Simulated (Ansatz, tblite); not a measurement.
# C22H66O9Si10: rung by rung

How do method and basis change the picture of C22H66O9Si10 (singlet)?

Program: Ansatz 0.2.0, Gaussian basis. Level of theory: as each input shows. These are calculated values, not measurements.

Plan: GFN1-xTB, GFN2-xTB, PBE-D4/def2-TZVP, r2SCAN-D4/def2-TZVP, B97M-V/def2-TZVP, PBE-D4/def2-SVP, PBE0-D4/def2-SVP, HF/STO-3G, HF/6-31G, B3LYP-D4/6-31G, MP2/def2-SVP.

1 further run of the same task is left out (set aside as unsound or not needed). Runs told in other sessions of the task aren't counted.

## Step 1: The relaxed structure

The singlet was relaxed beforehand with r2SCAN-D4/def2-SVP.

SMILES `C[Si](C)(C)O[Si](C)(C)O[Si](C)(C)O[Si](C)(C)O[Si](C)(C)O[Si](C)(C)O[Si](C)(C)O[Si](C)(C)O[Si](C)(C)O[Si](C)(C)C`, 107 atoms, charge 0, spin multiplicity 1.

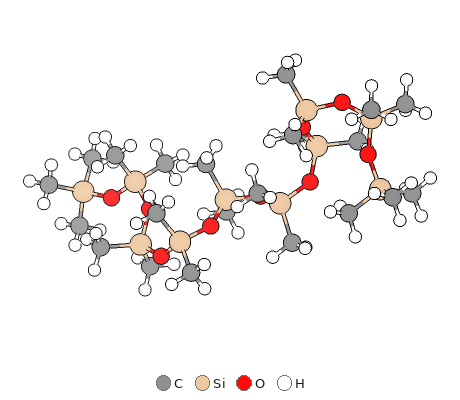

The geometry (carbon grey, silicon light orange, oxygen red, hydrogen white).

PBE0-D4/def2-TZVP was run before; its log isn't repeated, and its numbers join the tables.

## Step 2: GFN1-xTB

Tight binding, by tblite at 300 K electronic temperature and without a spin-polarisation term:

```python
tblite.interface.Calculator('GFN1-xTB', numbers, positions, charge=0, uhf=0).singlepoint()
```

Energy -3926.6625 eV, HOMO -10.53 eV, LUMO -3.78 eV; 0.95 s.

## Step 3: GFN2-xTB

Tight binding, by tblite at 300 K electronic temperature and without a spin-polarisation term:

```python
tblite.interface.Calculator('GFN2-xTB', numbers, positions, charge=0, uhf=0).singlepoint()
```

Energy -3687.6711 eV, HOMO -9.95 eV, LUMO -3.95 eV; 0.79 s.

## Step 4: PBE-D4/def2-TZVP

start.molden holds the orbitals of an earlier run on this state, given as this run's starting guess.

Contents of in.yaml:

```yaml
crystal:
  periodic: [false, false, false]
  atoms:
    - {symbol: C, position_ang: [-8.997341, 2.454059, 1.021633]}
    - {symbol: Si, position_ang: [-8.905638, 0.789370, 0.159157]}
    - {symbol: C, position_ang: [-9.606263, -0.557213, 1.261035]}
    - {symbol: C, position_ang: [-9.791268, 0.835364, -1.487775]}
    - {symbol: O, position_ang: [-7.301072, 0.437016, -0.167678]}
    - {symbol: Si, position_ang: [-5.760652, 0.451430, 0.459197]}
    - {symbol: C, position_ang: [-5.093372, 2.190836, 0.438474]}
    - {symbol: C, position_ang: [-5.759020, -0.299207, 2.169076]}
    - {symbol: O, position_ang: [-4.839247, -0.503423, -0.547374]}
    - {symbol: Si, position_ang: [-5.207073, -1.583905, -1.778767]}
    - {symbol: C, position_ang: [-6.458811, -2.820241, -1.155541]}
    - {symbol: C, position_ang: [-5.796897, -0.647484, -3.273936]}
    - {symbol: O, position_ang: [-3.793965, -2.369368, -2.151710]}
    - {symbol: Si, position_ang: [-2.317557, -2.670175, -1.441085]}
    - {symbol: C, position_ang: [-2.592320, -3.243388, 0.317206]}
    - {symbol: C, position_ang: [-1.428986, -3.918114, -2.494044]}
    - {symbol: O, position_ang: [-1.407365, -1.283324, -1.438235]}
    - {symbol: Si, position_ang: [-1.238028, 0.283844, -0.899270]}
    - {symbol: C, position_ang: [-2.261851, 1.431726, -1.944293]}
    - {symbol: C, position_ang: [-1.653399, 0.362655, 0.920587]}
    - {symbol: O, position_ang: [0.362968, 0.675292, -1.100310]}
    - {symbol: Si, position_ang: [1.821774, -0.119193, -1.241645]}
    - {symbol: C, position_ang: [1.864567, -1.550289, -0.041978]}
    - {symbol: C, position_ang: [2.073222, -0.642831, -3.008454]}
    - {symbol: O, position_ang: [3.006317, 0.981152, -0.841574]}
    - {symbol: Si, position_ang: [3.292799, 2.026954, 0.426624]}
    - {symbol: C, position_ang: [4.820490, 3.001200, 0.001742]}
    - {symbol: C, position_ang: [1.791725, 3.090860, 0.721150]}
    - {symbol: O, position_ang: [3.539008, 1.132955, 1.807013]}
    - {symbol: Si, position_ang: [4.583118, 0.429439, 2.885710]}
    - {symbol: C, position_ang: [3.949564, 0.775887, 4.601030]}
    - {symbol: C, position_ang: [4.712428, -1.395014, 2.508568]}
    - {symbol: O, position_ang: [6.089533, 1.133518, 2.755491]}
    - {symbol: Si, position_ang: [7.500844, 0.878553, 1.916193]}
    - {symbol: C, position_ang: [8.554478, -0.364946, 2.828198]}
    - {symbol: C, position_ang: [8.369822, 2.514985, 1.715424]}
    - {symbol: O, position_ang: [7.085847, 0.255306, 0.436740]}
    - {symbol: Si, position_ang: [7.416561, -0.238842, -1.124779]}
    - {symbol: C, position_ang: [7.929598, 1.256736, -2.134899]}
    - {symbol: C, position_ang: [8.809510, -1.495773, -1.071652]}
    - {symbol: C, position_ang: [5.841036, -0.990229, -1.793859]}
    - {symbol: H, position_ang: [-8.465792, 2.436697, 1.988277]}
    - {symbol: H, position_ang: [-8.543854, 3.246804, 0.403671]}
    - {symbol: H, position_ang: [-10.041212, 2.745661, 1.225655]}
    - {symbol: H, position_ang: [-9.523408, -1.546728, 0.781377]}
    - {symbol: H, position_ang: [-9.070629, -0.606941, 2.223630]}
    - {symbol: H, position_ang: [-10.672571, -0.381309, 1.481346]}
    - {symbol: H, position_ang: [-9.360978, 1.609474, -2.144292]}
    - {symbol: H, position_ang: [-10.865167, 1.053978, -1.366919]}
    - {symbol: H, position_ang: [-9.701994, -0.132372, -2.008534]}
    - {symbol: H, position_ang: [-5.658350, 2.838384, 1.128906]}
    - {symbol: H, position_ang: [-5.174371, 2.621940, -0.572424]}
    - {symbol: H, position_ang: [-4.033021, 2.222480, 0.734812]}
    - {symbol: H, position_ang: [-6.359122, 0.297573, 2.876170]}
    - {symbol: H, position_ang: [-4.736648, -0.366743, 2.576591]}
    - {symbol: H, position_ang: [-6.178785, -1.318352, 2.143897]}
    - {symbol: H, position_ang: [-7.403140, -2.315895, -0.894340]}
    - {symbol: H, position_ang: [-6.083620, -3.331482, -0.253429]}
    - {symbol: H, position_ang: [-6.675377, -3.590417, -1.913361]}
    - {symbol: H, position_ang: [-5.021968, 0.056143, -3.618819]}
    - {symbol: H, position_ang: [-6.703819, -0.070942, -3.029600]}
    - {symbol: H, position_ang: [-6.030786, -1.327052, -4.109194]}
    - {symbol: H, position_ang: [-3.149915, -4.194334, 0.344059]}
    - {symbol: H, position_ang: [-1.639950, -3.395092, 0.851407]}
    - {symbol: H, position_ang: [-3.177686, -2.492838, 0.873859]}
    - {symbol: H, position_ang: [-1.989558, -4.864413, -2.556316]}
    - {symbol: H, position_ang: [-0.426551, -4.138602, -2.093022]}
    - {symbol: H, position_ang: [-1.306360, -3.528953, -3.517536]}
    - {symbol: H, position_ang: [-2.105904, 2.483981, -1.655560]}
    - {symbol: H, position_ang: [-3.330721, 1.192887, -1.833039]}
    - {symbol: H, position_ang: [-1.986107, 1.325328, -3.006050]}
    - {symbol: H, position_ang: [-2.699599, 0.063828, 1.090336]}
    - {symbol: H, position_ang: [-1.512769, 1.379130, 1.323938]}
    - {symbol: H, position_ang: [-1.005465, -0.320104, 1.494582]}
    - {symbol: H, position_ang: [1.052813, -2.264438, -0.257034]}
    - {symbol: H, position_ang: [2.824739, -2.088859, -0.089875]}
    - {symbol: H, position_ang: [1.740240, -1.180733, 0.989195]}
    - {symbol: H, position_ang: [3.027384, -1.176119, -3.145045]}
    - {symbol: H, position_ang: [1.253576, -1.309978, -3.322246]}
    - {symbol: H, position_ang: [2.072910, 0.235682, -3.673495]}
    - {symbol: H, position_ang: [5.093620, 3.688055, 0.818924]}
    - {symbol: H, position_ang: [4.672691, 3.593084, -0.915975]}
    - {symbol: H, position_ang: [5.664485, 2.312843, -0.160017]}
    - {symbol: H, position_ang: [1.489782, 3.617880, -0.197870]}
    - {symbol: H, position_ang: [1.981649, 3.838992, 1.507888]}
    - {symbol: H, position_ang: [0.943952, 2.463524, 1.037938]}
    - {symbol: H, position_ang: [4.591268, 0.312595, 5.367510]}
    - {symbol: H, position_ang: [2.925092, 0.392038, 4.731937]}
    - {symbol: H, position_ang: [3.930181, 1.861722, 4.787392]}
    - {symbol: H, position_ang: [5.383744, -1.904880, 3.219143]}
    - {symbol: H, position_ang: [5.116370, -1.538220, 1.492972]}
    - {symbol: H, position_ang: [3.729155, -1.889375, 2.557234]}
    - {symbol: H, position_ang: [8.039040, -1.336754, 2.895276]}
    - {symbol: H, position_ang: [8.775324, -0.026947, 3.853818]}
    - {symbol: H, position_ang: [9.514926, -0.531422, 2.312940]}
    - {symbol: H, position_ang: [8.564694, 2.979929, 2.695553]}
    - {symbol: H, position_ang: [7.756555, 3.214505, 1.125837]}
    - {symbol: H, position_ang: [9.337450, 2.393049, 1.201307]}
    - {symbol: H, position_ang: [8.819956, 1.744738, -1.704475]}
    - {symbol: H, position_ang: [7.121956, 2.005879, -2.173467]}
    - {symbol: H, position_ang: [8.173023, 0.973894, -3.172792]}
    - {symbol: H, position_ang: [9.737936, -1.050858, -0.676158]}
    - {symbol: H, position_ang: [9.033051, -1.891772, -2.076433]}
    - {symbol: H, position_ang: [8.545654, -2.349915, -0.426235]}
    - {symbol: H, position_ang: [5.011057, -0.271043, -1.694118]}
    - {symbol: H, position_ang: [5.567922, -1.900198, -1.233622]}
    - {symbol: H, position_ang: [5.937905, -1.264843, -2.857413]}
basis:
  gaussian: {orbitals: def2-TZVP, fitting: {mean_field: def2-universal-jkfit}, initial_orbitals: start.molden}
hamiltonian: {xc: pbe, dispersion: d4}
scf: {omitted_lower_state_checks: [starts]}
output: {forces: true, orbitals: {seedname: orbitals}}
```

Launch:

```console
$ ansatz run in.yaml --threads 11 --pin off --events-out ev --progress --plain --max-ram 174080MiB --backend cuda --devices 0, --max-vram 75GiB
```

Log (excerpt; [...] marks lines left out):

```text
Functional definition: PBE
  name "PBE"
  cite "Perdew, Burke & Ernzerhof, Phys. Rev. Lett. 77, 3865 (1996) doi:10.1103/PhysRevLett.77.3865"
  parent pbe
[...]
4811 factors; integrals over basis functions are off by at most 8.7e-1 eV
[...]
mean field -121049.89409154 eV, -4448.5015572990 hartree, gradient 2.9e-5 eV, S^2 0.000000; 0 other end points of the search recorded, 0 dependent functions left out
[...]
reference -121049.89424833 eV, -4448.5015630609 hartree; 205, 205 occupied and 1522, 1522 virtual orbitals, 4811 factors
Total energy: -121054.09669033 eV, -4448.6559999557 hartree
Atom 0 at    -8.997341     2.454059     1.021633 Å, force    -0.017724     0.129058     0.062130 eV/Å
Atom 1 at    -8.905638     0.789370     0.159157 Å, force     0.380522    -0.049850     0.004760 eV/Å
Atom 2 at    -9.606263    -0.557213     1.261035 Å, force    -0.050636    -0.104489     0.074486 eV/Å
Atom 3 at    -9.791268     0.835364    -1.487775 Å, force    -0.043295    -0.006576    -0.144940 eV/Å
Atom 4 at    -7.301072     0.437016    -0.167678 Å, force    -0.053449     0.087012     0.153739 eV/Å
Atom 5 at    -5.760652     0.451430     0.459197 Å, force    -0.209367    -0.228022    -0.342823 eV/Å
Atom 6 at    -5.093372     2.190836     0.438474 Å, force     0.065464     0.133478    -0.016443 eV/Å
Atom 7 at    -5.759020    -0.299207     2.169076 Å, force     0.020942    -0.069223     0.137418 eV/Å
[...]
Atom 91 at     3.729155    -1.889375     2.557234 Å, force     0.059645     0.037054     0.001461 eV/Å
Atom 92 at     8.039040    -1.336754     2.895276 Å, force     0.024233     0.061487    -0.003532 eV/Å
Atom 93 at     8.775324    -0.026947     3.853818 Å, force    -0.015188    -0.013598    -0.064738 eV/Å
Atom 94 at     9.514926    -0.531422     2.312940 Å, force    -0.062254     0.019599     0.022768 eV/Å
Atom 95 at     8.564694     2.979929     2.695553 Å, force    -0.007904    -0.033720    -0.055358 eV/Å
Atom 96 at     7.756555     3.214505     1.125837 Å, force     0.037330    -0.045058     0.034459 eV/Å
Atom 97 at     9.337450     2.393049     1.201307 Å, force    -0.063876    -0.007276     0.030048 eV/Å
Atom 98 at     8.819956     1.744738    -1.704475 Å, force    -0.059921    -0.042249    -0.020557 eV/Å
Atom 99 at     7.121956     2.005879    -2.173467 Å, force     0.049470    -0.051769     0.003027 eV/Å
Atom 100 at     8.173023     0.973894    -3.172792 Å, force    -0.016908     0.006587     0.063473 eV/Å
Atom 101 at     9.737936    -1.050858    -0.676158 Å, force    -0.066224    -0.018973    -0.024660 eV/Å
Atom 102 at     9.033051    -1.891772    -2.076433 Å, force    -0.019435     0.028173     0.055433 eV/Å
Atom 103 at     8.545654    -2.349915    -0.426235 Å, force     0.010800     0.057622    -0.042610 eV/Å
Atom 104 at     5.011057    -0.271043    -1.694118 Å, force     0.067680    -0.059093    -0.023410 eV/Å
Atom 105 at     5.567922    -1.900198    -1.233622 Å, force     0.021145     0.057557    -0.036589 eV/Å
Atom 106 at     5.937905    -1.264843    -2.857413 Å, force     0.008547     0.023378     0.068100 eV/Å
Dipole moment:    -0.447545    -0.060841     0.173817 e Å
Checks for a lower state left out: starts
```

Run time: 18 s. Hardware: 1 × H100 with 11 threads of AMD EPYC 7R13, shared host; peak host memory 1.8 GiB.

Report: HOMO -6.17 eV, LUMO -0.42 eV.

## Step 5: r2SCAN-D4/def2-TZVP

Edit in.yaml of step 4 so:

```diff
@@ -112,3 +112,3 @@
   gaussian: {orbitals: def2-TZVP, fitting: {mean_field: def2-universal-jkfit}, initial_orbitals: start.molden}
-hamiltonian: {xc: pbe, dispersion: d4}
+hamiltonian: {xc: r2scan, dispersion: d4}
 scf: {omitted_lower_state_checks: [starts]}
```

The command is unchanged.

Log (excerpt; [...] marks lines left out):

```text
Functional definition: r2SCAN
  name "r2SCAN"
  cite "Furness, Kaplan, Ning, Perdew & Sun, J. Phys. Chem. Lett. 11, 8208 (2020) doi:10.1021/acs.jpclett.0c02405"
  cite "Furness, Kaplan, Ning, Perdew & Sun, J. Phys. Chem. Lett. 11, 9248 (2020) doi:10.1021/acs.jpclett.0c03077"
  parent r2scan
[...]
4811 factors; integrals over basis functions are off by at most 8.7e-1 eV
[...]
mean field -121116.30562056 eV, -4450.9421359749 hartree, gradient 1.3e-5 eV, S^2 0.000000; 0 other end points of the search recorded, 0 dependent functions left out
[...]
reference -121116.30566508 eV, -4450.9421376112 hartree; 205, 205 occupied and 1522, 1522 virtual orbitals, 4811 factors
Total energy: -121117.70778235 eV, -4450.9936644704 hartree
Atom 0 at    -8.997341     2.454059     1.021633 Å, force    -0.017852     0.137086     0.063532 eV/Å
[...]
Atom 98 at     8.819956     1.744738    -1.704475 Å, force    -0.236360    -0.134396    -0.109914 eV/Å
Atom 99 at     7.121956     2.005879    -2.173467 Å, force     0.213918    -0.197198     0.003633 eV/Å
Atom 100 at     8.173023     0.973894    -3.172792 Å, force    -0.063665     0.070211     0.270250 eV/Å
Atom 101 at     9.737936    -1.050858    -0.676158 Å, force    -0.247427    -0.111562    -0.105689 eV/Å
Atom 102 at     9.033051    -1.891772    -2.076433 Å, force    -0.058687     0.103646     0.260532 eV/Å
Atom 103 at     8.545654    -2.349915    -0.426235 Å, force     0.068371     0.224154    -0.170302 eV/Å
Atom 104 at     5.011057    -0.271043    -1.694118 Å, force     0.222213    -0.191866    -0.044000 eV/Å
Atom 105 at     5.567922    -1.900198    -1.233622 Å, force     0.070367     0.233340    -0.149634 eV/Å
Atom 106 at     5.937905    -1.264843    -2.857413 Å, force    -0.022568     0.075480     0.277880 eV/Å
Dipole moment:    -0.447382    -0.063306     0.179963 e Å
Checks for a lower state left out: starts
```

Run time: 14 s. Hardware: 1 × H100 with 11 threads of AMD EPYC 7R13, shared host; peak host memory 1.9 GiB.

Report: HOMO -6.49 eV, LUMO 0.12 eV.

## Step 6: B97M-V/def2-TZVP

Edit in.yaml of step 5 so:

```diff
@@ -112,4 +112,4 @@
   gaussian: {orbitals: def2-TZVP, fitting: {mean_field: def2-universal-jkfit}, initial_orbitals: start.molden}
-hamiltonian: {xc: r2scan, dispersion: d4}
+hamiltonian: {xc: {name: B97M-V}}
 scf: {omitted_lower_state_checks: [starts]}
-output: {forces: true, orbitals: {seedname: orbitals}}
+output: {orbitals: {seedname: orbitals}}
```

Launched as before.

Log (excerpt; [...] marks lines left out):

```text
Functional definition: B97M-V
  name "B97M-V"
  cite "Mardirossian & Head-Gordon, J. Chem. Phys. 142, 074111 (2015) doi:10.1063/1.4907719"
  cite "Becke, J. Chem. Phys. 107, 8554 (1997) doi:10.1063/1.475007"
  cite "Vydrov & Van Voorhis, J. Chem. Phys. 133, 244103 (2010) doi:10.1063/1.3521275"
  # Of w^i u^j: cxij and so on, Table III.
[...]
  gx(w, u) = cx00 + cx01*u + cx02*u^2 + (cx10 + cx11*u)*w
  gss(w, u) = css00 + css02*u^2 + css10*w + (css32*w^3 + css42*w^4)*u^2
  gos(w, u) = cos00 + cos01*u + cos03*u^3 + cos10*w + cos32*w^3*u^2
[...]
      + integral(e_c_pw_mod_opposite_spin*gos(b97_w_opposite, b97_u_opposite)) + vv10(b, c)
[...]
4811 factors; integrals over basis functions are off by at most 8.7e-1 eV
[...]
mean field -121122.93334824 eV, -4451.1857004747 hartree, gradient 3.3e-5 eV, S^2 0.000000; 0 other end points of the search recorded, 0 dependent functions left out
reference -121122.93357028 eV, -4451.1857086347 hartree; 205, 205 occupied and 1522, 1522 virtual orbitals, 4811 factors
Total energy: -121122.93357028 eV, -4451.1857086347 hartree
Checks for a lower state left out: starts
```

Run time: 16 s. Hardware: 1 × H100 with 11 threads of AMD EPYC 7R13, shared host; peak host memory 2.3 GiB.

Report: HOMO -6.59 eV, LUMO -0.44 eV.

## Step 7: PBE-D4/def2-SVP

Edit in.yaml of step 6 so:

```diff
@@ -111,4 +111,4 @@
 basis:
-  gaussian: {orbitals: def2-TZVP, fitting: {mean_field: def2-universal-jkfit}, initial_orbitals: start.molden}
-hamiltonian: {xc: {name: B97M-V}}
+  gaussian: {orbitals: def2-SVP, fitting: {mean_field: def2-universal-jkfit}, initial_orbitals: start.molden}
+hamiltonian: {xc: pbe, dispersion: d4}
 scf: {omitted_lower_state_checks: [starts]}
```

The command is unchanged.

Log:

```text
Functional definition: PBE
  name "PBE"
  cite "Perdew, Burke & Ernzerhof, Phys. Rev. Lett. 77, 3865 (1996) doi:10.1103/PhysRevLett.77.3865"
  parent pbe
  parameter kappa = 0.804
  parameter beta = 0.06672455060314922
  exchange = pbe_x(kappa = kappa, mu = beta*pi^2/3)
  correlation = pbe_c(beta = beta)
these checks for a lower state are left out or cut short: starts
4811 factors; integrals over basis functions are off by at most 2.4e-1 eV
mean field evaluation 1: about -120969.6181 eV, gradient 2.5e1 eV
mean field evaluation 2: about -120971.3322 eV, gradient 1.2e0 eV
mean field evaluation 4: about -120971.3125 eV, gradient 2.0e-1 eV
mean field evaluation 8: about -120971.3127 eV, gradient 1.4e-5 eV
mean field -120971.31270172 eV, -4445.6137444875 hartree, gradient 1.4e-5 eV, S^2 0.000000; 0 other end points of the search recorded, 0 dependent functions left out
reference -120971.31282756 eV, -4445.6137491119 hartree; 205, 205 occupied and 739, 739 virtual orbitals, 4811 factors
Total energy: -120975.51526955 eV, -4445.7681860067 hartree
Checks for a lower state left out: starts
```

Wall time 8 s (1 × H100 with 11 threads of AMD EPYC 7R13, shared host); peak host memory 1.3 GiB.

From the report: HOMO -6.00 eV, LUMO 0.02 eV.

## Step 8: PBE0-D4/def2-SVP

Edit in.yaml of step 7 so:

```diff
@@ -112,3 +112,3 @@
   gaussian: {orbitals: def2-SVP, fitting: {mean_field: def2-universal-jkfit}, initial_orbitals: start.molden}
-hamiltonian: {xc: pbe, dispersion: d4}
+hamiltonian: {xc: pbe0, dispersion: d4}
 scf: {omitted_lower_state_checks: [starts]}
```

Launched as before.

Log:

```text
Functional definition: PBE0
  name "PBE0"
  cite "Adamo & Barone, J. Chem. Phys. 110, 6158 (1999) doi:10.1063/1.478522"
  cite "Perdew, Burke & Ernzerhof, Phys. Rev. Lett. 77, 3865 (1996) doi:10.1103/PhysRevLett.77.3865"
  parent pbe
  parameter a = 0.25
  parameter kappa = 0.804
  parameter beta = 0.06672455060314922
  exchange = (1 - a)*pbe_x(kappa = kappa, mu = beta*pi^2/3) + a*exact_x
  correlation = pbe_c(beta = beta)
these checks for a lower state are left out or cut short: starts
4811 factors; integrals over basis functions are off by at most 2.4e-1 eV
mean field evaluation 1: about -120984.7208 eV, gradient 2.1e1 eV
mean field evaluation 2: about -120985.7245 eV, gradient 7.2e-1 eV
mean field evaluation 4: about -120985.7065 eV, gradient 1.8e-3 eV
mean field -120985.70650157 eV, -4446.1427068756 hartree, gradient 1.4e-5 eV, S^2 0.000000; 0 other end points of the search recorded, 0 dependent functions left out
reference -120985.70660146 eV, -4446.1427105463 hartree; 205, 205 occupied and 739, 739 virtual orbitals, 4811 factors
Total energy: -120989.47117511 eV, -4446.2810560763 hartree
Checks for a lower state left out: starts
```

It took 7.5 s on 1 × H100 with 11 threads of AMD EPYC 7R13, shared host; peak host memory 1.3 GiB.

Report: HOMO -7.42 eV, LUMO 0.82 eV.

## Step 9: HF/STO-3G

Edit in.yaml of step 8 so:

```diff
@@ -111,4 +111,4 @@
 basis:
-  gaussian: {orbitals: def2-SVP, fitting: {mean_field: def2-universal-jkfit}, initial_orbitals: start.molden}
-hamiltonian: {xc: pbe0, dispersion: d4}
+  gaussian: {orbitals: STO-3G}
+hamiltonian: {xc: hf}
 scf: {omitted_lower_state_checks: [starts]}
```

The command is unchanged.

Log:

```text
Functional definition: HF
  name "HF"
  cite "Fock, Z. Phys. 61, 126 (1930) doi:10.1007/BF01340294"
  parent pbe
  exchange = exact_x
  correlation = 0
these checks for a lower state are left out or cut short: starts
4191 factors; integrals over basis functions are off by at most 4.6e-5 eV
mean field evaluation 1: about -119251.9752 eV, gradient 6.7e1 eV
mean field evaluation 2: about -119253.3092 eV, gradient 6.7e1 eV
mean field evaluation 4: about -119269.2696 eV, gradient 4.2e0 eV
mean field evaluation 8: about -119269.3609 eV, gradient 1.0e-4 eV
mean field -119269.36087880 eV, -4383.0681686193 hartree, gradient 4.8e-6 eV, S^2 0.000000; 0 other end points of the search recorded, 0 dependent functions left out
reference -119269.36087880 eV, -4383.0681686193 hartree; 205, 205 occupied and 106, 106 virtual orbitals, 4191 factors
Total energy: -119269.36087880 eV, -4383.0681686193 hartree
Checks for a lower state left out: starts
```

Run time: 4.4 s. Hardware: 1 × H100 with 11 threads of AMD EPYC 7R13, shared host; peak host memory 1.1 GiB.

Report: HOMO -7.57 eV, LUMO 11.34 eV.

## Step 10: HF/6-31G

Edit in.yaml of step 9 so:

```diff
@@ -111,3 +111,3 @@
 basis:
-  gaussian: {orbitals: STO-3G}
+  gaussian: {orbitals: 6-31G, fitting: {mean_field: def2-universal-jkfit}}
 hamiltonian: {xc: hf}
```

Launched as before.

Log:

```text
Functional definition: HF
  name "HF"
  cite "Fock, Z. Phys. 61, 126 (1930) doi:10.1007/BF01340294"
  parent pbe
  exchange = exact_x
  correlation = 0
these checks for a lower state are left out or cut short: starts
4811 factors; integrals over basis functions are off by at most 4.2e-2 eV
mean field evaluation 1: about -120643.5901 eV, gradient 1.1e2 eV
mean field evaluation 2: about -120665.4173 eV, gradient 6.0e1 eV
mean field evaluation 4: about -120672.1940 eV, gradient 2.8e0 eV
mean field -120672.22136141 eV, -4434.6223404625 hartree, gradient 3.0e-5 eV, S^2 0.000000; 0 other end points of the search recorded, 0 dependent functions left out
reference -120672.22136141 eV, -4434.6223404625 hartree; 205, 205 occupied and 336, 336 virtual orbitals, 4811 factors
Total energy: -120672.22136141 eV, -4434.6223404625 hartree
Checks for a lower state left out: starts
```

It took 3.7 s on 1 × H100 with 11 threads of AMD EPYC 7R13, shared host; peak host memory 1.2 GiB.

HOMO -10.57 eV, LUMO 4.33 eV.

(Part 1 of 2 ends here.)
